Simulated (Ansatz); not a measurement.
# Predicting a hybrid from its neighbours: C3H6F2 (1,3-difluoropropane)

C3H6F2 has 11 atoms, charge 0, and is taken as a singlet. As SMILES, `FCCCF`. Geometry: relaxed at PBE0-D4/def2-TZVP. This is one conformer, not always the lowest.

The electronic atomisation energy y, in eV, basis cc-pVDZ; a is the functional's share of exact exchange. Programs: Ansatz 0.2.0.

| functional | program | a | y (eV) |
| --- | --- | --- | --- |
| PBE | Ansatz | 0 | 44.83 |
| r2SCAN | Ansatz | 0 | 43.83 |
| B3LYP | Ansatz | 0.2 | 43.45 |
| r2SCAN0 | Ansatz | 0.25 | 43.08 |
| PBE0 | Ansatz | 0.25 | ? |
| BHLYP | Ansatz | 0.5 | 42.08 |

**Question.** Fit y = c + s·a to the known rows and predict PBE0.

**Answer.** 
1. Means of the 5 rows: a = 0.1900, y = 43.454.
2. Σ(Δa)² = 0.172, Σ(Δa·Δy) = -0.7813, so the slope is -0.7813/0.172 = -4.5424.
3. Intercept: 43.454 − (-4.5424) × 0.1900 = 44.317. The largest residual of the fit is 0.51.
4. PBE0: 44.317 + (-4.5424) × 0.25 = 43.18 eV.

The run gave 43.87 eV, so the prediction is off by -0.69 eV, about the scatter of the fit. The rows mix families of semi-local functionals, which the line can't see.

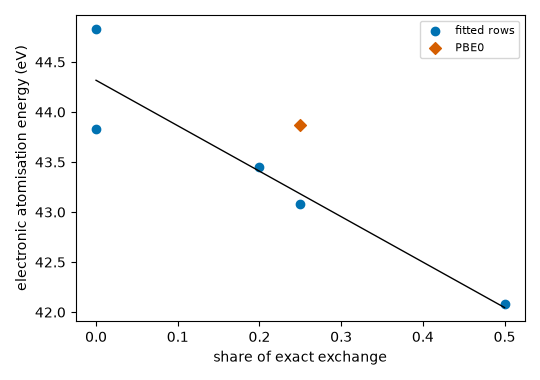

The fitted line, with the withheld row.
